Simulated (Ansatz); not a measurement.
## Electronic structure of C3H3Si (doublet) in real space

Input

```
crystal:
  periodic: [false, false, false]
  atoms:
    - { symbol: C, position_ang: [-0.28912, 0.82966, -0.05451] }
    - { symbol: C, position_ang: [0.30375, -0.46904, 0.23622] }
    - { symbol: C, position_ang: [0.41435, -1.70837, 0.49643] }
    - { symbol: Si, position_ang: [2.29138, -1.36276, 0.47947] }
    - { symbol: H, position_ang: [0.38742, 1.63336, 0.24551] }
    - { symbol: H, position_ang: [-0.494, 0.93225, -1.12318] }
    - { symbol: H, position_ang: [-1.22957, 0.94883, 0.48854] }
magnetization:
  spin_polarized: true
  initial_magnetization: 1
basis:
  gaussian: { orbitals: "6-31G" }
hamiltonian:
  xc: pbe
relax:
  f_tol: 0.015
  max_steps: 40
output:
  orbitals: {}
```

Command:

```sh
ansatz run input.yaml --threads 1 --pin off --max-ram 2048MiB --backend cpu --events-out ev --progress --plain --runs-dir out
```

The fields are those of the relaxed geometry.

Computed with UKS PBE/6-31G in Ansatz.

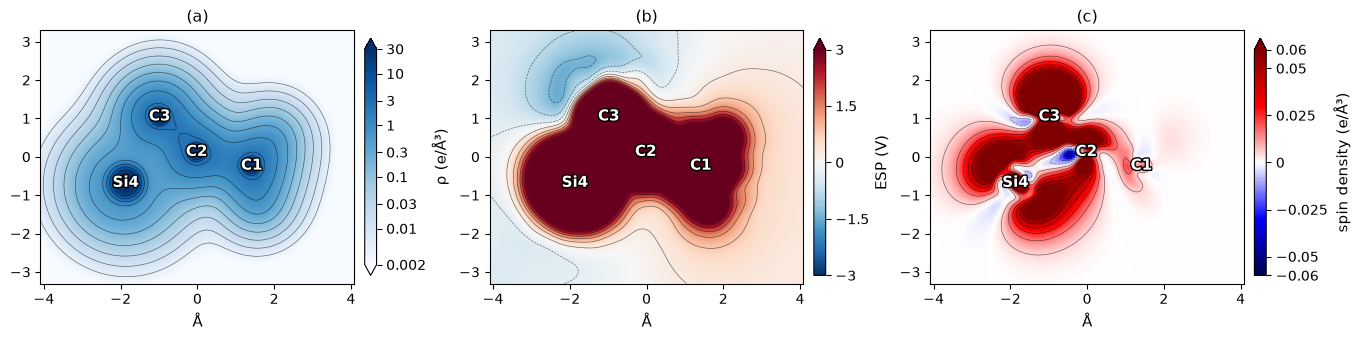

Figure 1. (a) total electron density; (b) electrostatic potential; (c) spin density on the plane of atoms C1, C2 and C3.

Question: Interpret the plot.

Answer: The plane passes through C and Si nuclei.
C–C (1.33 Å): ρ at the midpoint is about 2.1 e/Å³.
C–Si (1.94 Å): the density is about 0.63 e/Å³ at the midpoint.
C–C (1.48 Å): the density is about 1.6 e/Å³ at the midpoint.
C–Si (2.01 Å): the density is about 0.6 e/Å³ at the midpoint, with its minimum of 0.52 e/Å³ about 1.2 Å from C.
The unpaired spin (1 electron) lies mostly on C3 (about 0.5), Si4 (about 0.4) and C2 (about 0.1), in electrons by Hirshfeld's partition.
Outside the dense part of the molecule the potential is most negative (−1.5 V) near C3.

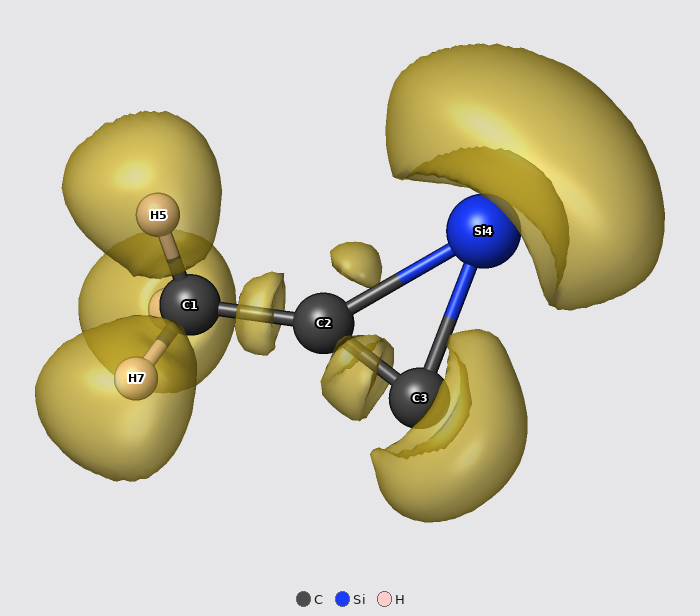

Figure 2. Isosurface of the ELF at 0.8 (yellow), seen at a tilt. Only the valence region is drawn (cores and ρ < 0.01 e/Å³ removed).

Question: Describe the localisation domains.

Answer: The ELF exceeds this value in two regions between bonded C–C atoms (shared pairs), one region between bonded C–Si atoms (shared pairs), three regions around hydrogen nuclei, one lobe on C, pointing away from the bonds (non-bonding electrons) and one lobe on Si, pointing away from the bonds (non-bonding electrons). Profiles from the grid: C–C (1.33 Å): the ELF peaks at about 0.90 between the atoms: a multiple bond. C–Si (1.94 Å): the ELF peaks at about 0.80 in the valence shell of C, 0.7 Å from its nucleus, and is about 0.60 at the midpoint.

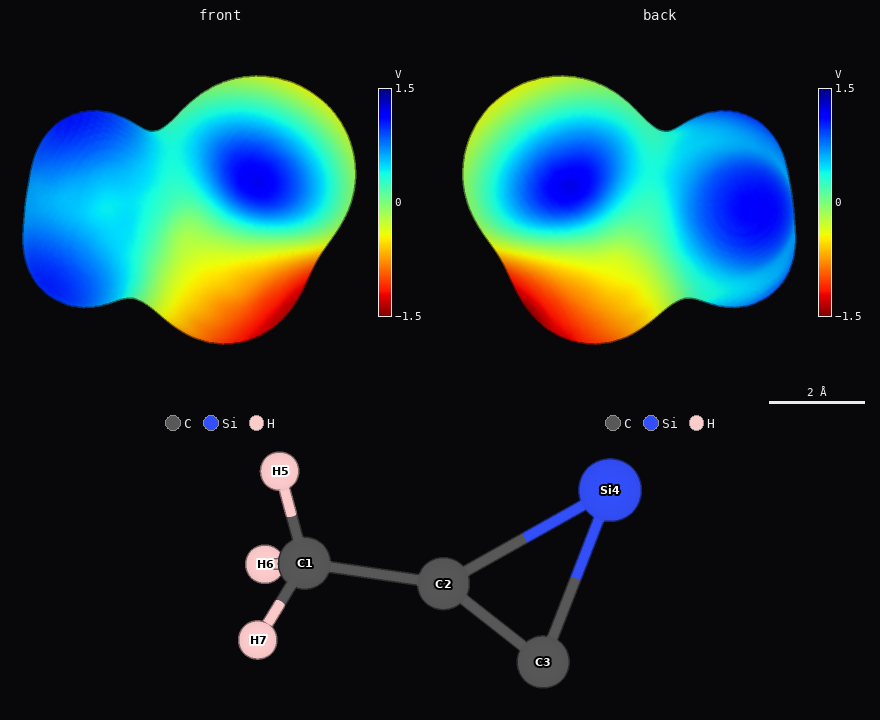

Figure 3. The molecular electrostatic potential painted on the density surface at 0.002 e/bohr³, seen from the front and from behind; red is negative and blue positive. The bare structure is drawn below in the same view.

Question: Which sites attract a positive test charge, and which a negative one?

Answer: A positive charge is drawn to the negative regions and a negative charge to the positive ones. The most negative region (about −1.4 V) lies over C3, the most positive (about +1.2 V) over Si4 and H6.

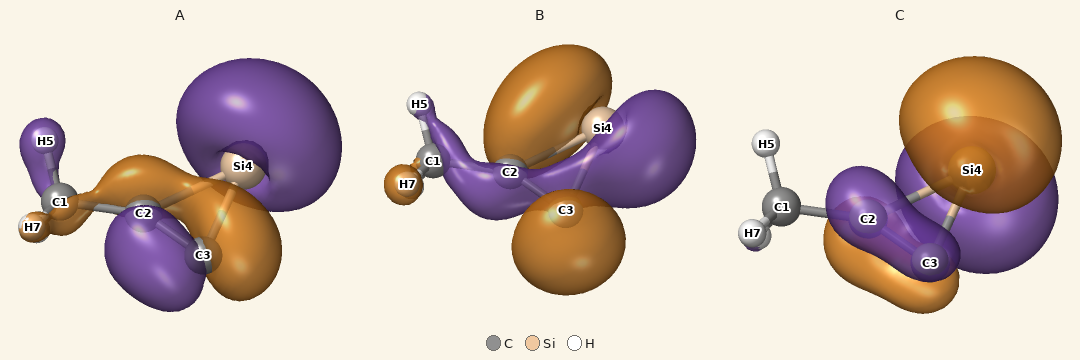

Figure 4. Three frontier orbitals at ±0.1 Å⁻³ᐟ² (orange and purple are the two phases), in no order.

Question: Which picture is the HOMO−1, the HOMO and the LUMO? All are α orbitals.

Answer: A is the HOMO−1 (α) (−6.37 eV). By Hirshfeld shares it lies mainly on Si4 (about 55 %), C3 (about 25 %) and C2 (about 15 %). B is the HOMO (α) (−4.46 eV). It lies mainly on Si4 (about 40 %), C3 (about 40 %) and C2 (about 15 %). C is the LUMO (α) (−2.94 eV). By Hirshfeld shares it lies mainly on Si4 (about 80 %), C2 (about 10 %) and C3 (about 10 %).

Question: What is the gap between the highest occupied and lowest empty α orbitals?

Answer: 1.52 eV between the orbital energies.
